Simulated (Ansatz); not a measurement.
**CHFSi (SMILES FC=[Si]): density, localisation and related maps**

Input file:

```
crystal:
  periodic: [false, false, false]
  atoms:
    - {symbol: C, position_ang: [0.391188, -0.259949, 0.199009]}
    - {symbol: F, position_ang: [0.170773, 0.040029, 1.501393]}
    - {symbol: Si, position_ang: [1.075149, 0.664002, -1.106149]}
    - {symbol: H, position_ang: [0.065281, -1.280341, -0.034893]}
basis:
  gaussian:
    orbitals: def2-TZVPD
output:
  forces: true
  orbitals: {seedname: orbitals}
hamiltonian:
  xc: pbe0
```

Run with:

```sh
ansatz run input.yaml --threads 1 --pin off --max-ram 2610MiB --events-out events.jsonl --progress --plain --runs-dir runs
```

Geometry: B3LYP-D4/def2-TZVP.

All numbers below come from isolated molecule in a Gaussian basis; Kohn-Sham density functional theory, functional PBE0 (Ansatz 0.2.0).

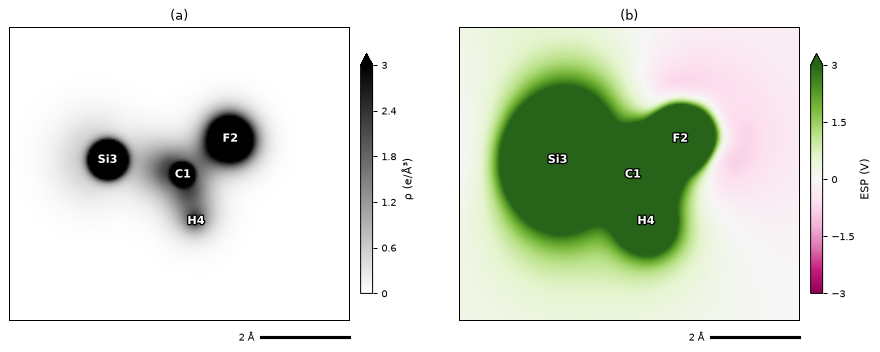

Figure 1. (a) total electron density; (b) electrostatic potential on the molecular plane.

### Describe what can be read from this map.

- The plane passes through C, F, Si and H nuclei.
- C–F (1.35 Å): ρ at the midpoint is about 2.2 e/Å³, with its minimum of 1.7 e/Å³ about 0.5 Å from C.
- C–Si (1.74 Å): the density is about 1.1 e/Å³ at the midpoint.
- C–H (1.10 Å): the density is about 2 e/Å³ at the midpoint.
- Outside the dense part of the molecule the potential is most negative (−0.8 V) near F2.

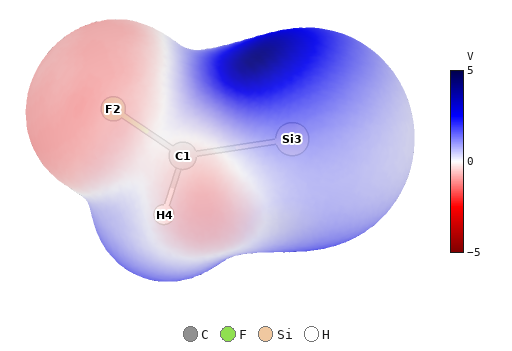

Figure 2. The electrostatic potential painted on the density surface at 0.004 e/bohr³, seen at a tilt; red is negative and blue positive.

### Describe the electrostatic potential map.

The most negative region (about −0.8 V) lies over F2, the most positive (about +4.1 V) over Si3.

### How polar is the molecule by this calculation?

Its dipole moment is 1.26 D.

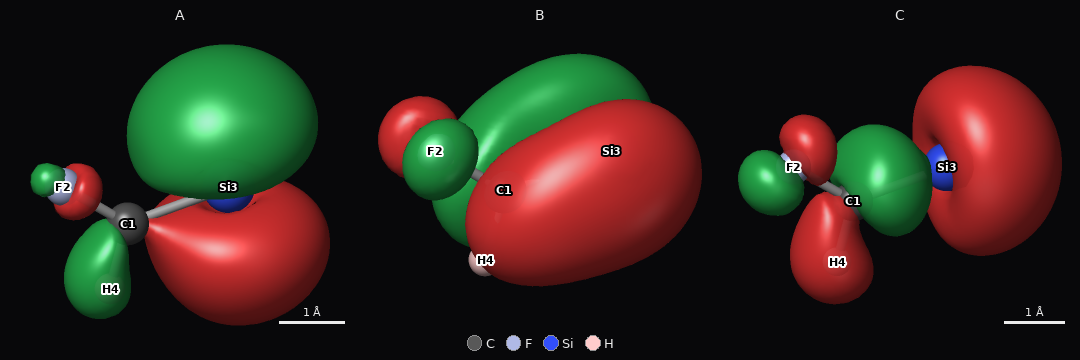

Figure 3. Three frontier orbitals at ±0.1 Å⁻³ᐟ² (green and red are the two phases), in no order.

### Order the three orbitals by energy and name them.

C is the HOMO−1 (−8.04 eV). It lies mainly on Si3 (about 65 %), C1 (about 20 %) and F2 (about 10 %); it is symmetric in the molecular plane (an in-plane orbital: σ, lone-pair or in-plane π type). B is the HOMO (−6.44 eV). It lies mainly on Si3 (about 45 %), C1 (about 40 %) and F2 (about 10 %); it changes sign across the molecular plane (π type); π-bonding across C1–Si3. A is the LUMO (−3.23 eV). Its weight (Hirshfeld) is mainly on Si3 (about 85 %) and C1 (about 10 %); it is symmetric in the molecular plane (an in-plane orbital: σ, lone-pair or in-plane π type).

### What is the HOMO–LUMO gap?

3.21 eV between the orbital energies.
